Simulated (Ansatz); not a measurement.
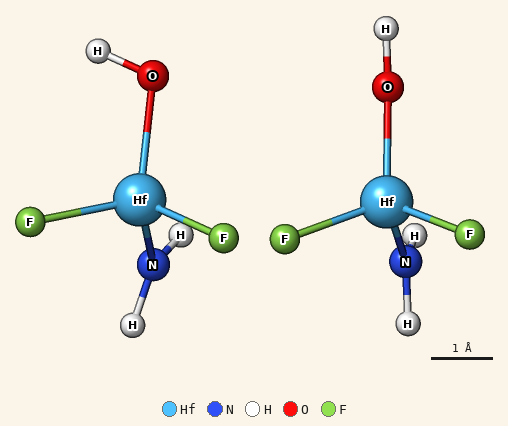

Two geometries of HfNH3OF2, drawn at one scale. One is the start of a relaxation, the other its converged end. The picture is a ball-and-stick view, seen from a free direction.

All numbers below come from RKS PBE-D4/def2-SVP (Ansatz). Set-up: no spin polarisation; force threshold 0.02 eV/Å; at most 40 steps.

Question: Which one is relaxed?

Answer: The right one is the relaxed one. The run prepares the start of a later molecular dynamics calculation, from a guessed geometry. Over 9 accepted moves (10 points after the start) the energy falls by 71.9 kJ/mol. Largest force component: 2.3 eV/Å at the start, 0.0059 eV/Å at the end. The line search rejected the trial step at point 9 of the run. The forces were under the threshold at step 8, but the run went on from there. An H atom moves most after the best rigid fit: 0.67 Å. Largest moves by element: H 0.67 Å, O 0.40 Å, F 0.29 Å, Hf 0.13 Å, N 0.13 Å. Near-neighbour distances that change, for instance: Hf–N 2.210 → 2.036 Å, Hf–O 2.070 → 1.930 Å, H–O 1.010 → 0.965 Å, F–Hf 1.979 → 1.934 Å. Among the angles between lasting bonds that change: Hf–O–H 109.5° → 164.4°, H–N–H 120.0° → 108.1°, Hf–N–H 120.0° → 126.6°.
